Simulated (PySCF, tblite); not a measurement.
**C6H11 radical: geometry, infrared bands and EPR parameters**

What infrared bands and EPR parameters should C6H11 radical (`[CH2][C@H]1C[C@H](C)C1`) show?

Computed with tblite 0.8.0 and PySCF 2.14.0, with density-fitted response routines of our own, on a single molecule in the gas phase. Atoms count from 0, in the outputs and in this text.

### Step 1. The starting structure

17 atoms, charge 0, multiplicity 2; geometry from: force field or distance geometry start.

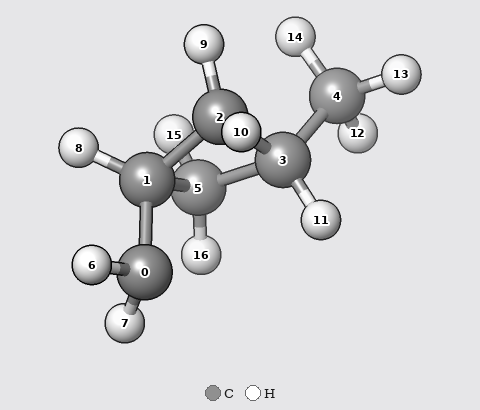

The starting geometry (carbon grey, hydrogen white), atoms numbered.

### Step 2. Geometry optimisation with GFN2-xTB

Job settings and geometry (Å):

```
{"job": {"kind": "relax", "xc": "GFN2-xTB", "basis": "xTB"}, "charge": 0, "multiplicity": 2}
C      2.162400    -0.158000    -0.771700
C      1.180200     0.303400     0.300700
C      0.041700     1.145900    -0.199000
C     -0.714100    -0.121200    -0.464900
C     -2.138800    -0.178700     0.047100
C      0.176000    -0.785200     0.584200
H      3.002200     0.577700    -0.730500
H      2.493600    -1.179800    -0.492600
H      1.681400     0.703900     1.220800
H     -0.384700     1.804500     0.585100
H      0.297000     1.670900    -1.136000
H     -0.559200    -0.561200    -1.471200
H     -2.430200    -1.251500     0.156100
H     -2.856700     0.254000    -0.678500
H     -2.230800     0.284100     1.057400
H     -0.207500    -0.685600     1.627600
H      0.480400    -1.811100     0.355500
```

Launch:

```bash
OMP_NUM_THREADS=1 python probes_run.py task.json out
```

One launch serves the whole session: the jobs run in the order shown.

**Question.** This job is followed by: GFN2-xTB harmonic vibrations, gas phase; UKS B3LYP, pcH-1 on C H, non-relativistic, mean-field spin-orbit, GIAO. Predict these results of the whole session: strongest single infrared mode (GFN2-xTB); zero-point energy (GFN2-xTB); g(iso) (B3LYP); ⟨S²⟩; largest a(iso) (averaged by class); surface potential, least and greatest.

**Answer**, as computed:

```
                                 quantity                 value
strongest single infrared mode (GFN2-xTB)  3027 cm⁻¹, 70 km/mol
             zero-point energy (GFN2-xTB)         94.1 kcal/mol
                           g(iso) (B3LYP)               2.00251
                                     ⟨S²⟩    0.754 (exact 0.75)
       largest a(iso) (averaged by class)   13C on C0, 85.6 MHz
    surface potential, least and greatest    -0.46 V and 0.58 V
```

What this shows: Over 93 steps the energy fell by 0.963 eV; of the close pairs, C0–C1 changed most, 1.526 to 1.456 Å. No mode is imaginary among the 45: a minimum at this level. GFN2-xTB is a fitted tight-binding method: band positions and strengths are rough. Its intensities can rank the bands wrongly. Most of the unpaired spin sits on C0 (1.06 e). The isotropic g lies 0.2 ppt above the free-electron value.
